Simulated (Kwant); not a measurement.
System: quantum point contact (saddle potential) in a GaN two-dimensional gas. Effective mass 0.22 mₑ, grid spacing 2 nm, hard walls, nominal width 40 nm (19 grid rows, so walls 40 nm apart), one parabolic valley, scattering region 120 nm long along x; energies count from the band bottom; Fermi energy 0.0134 eV. Potential (V0 + ½k y²) cos²(πx/L) for |x| < L/2, with V0 swept from 0.01407 to 0 eV, k = 0.0002 eV/nm², L = 93 nm.

The device is made up for the run: typed textbook-type constants, with dimensions and the other settings drawn at random.

Kwant, effective-mass tight-binding model on a square grid, one spin, coherent transport at 0 K. Conductance is in e²/h.

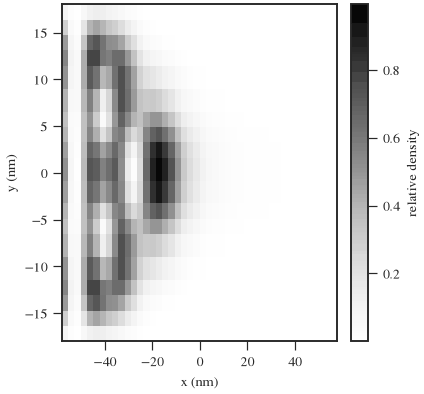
*Density of the scattering states that come in from the left lead, at gate = 0.010603 eV, in bins, relative to the largest site value*

The conductance there is 0.066 e²/h with 3 open channel(s) in the leads.
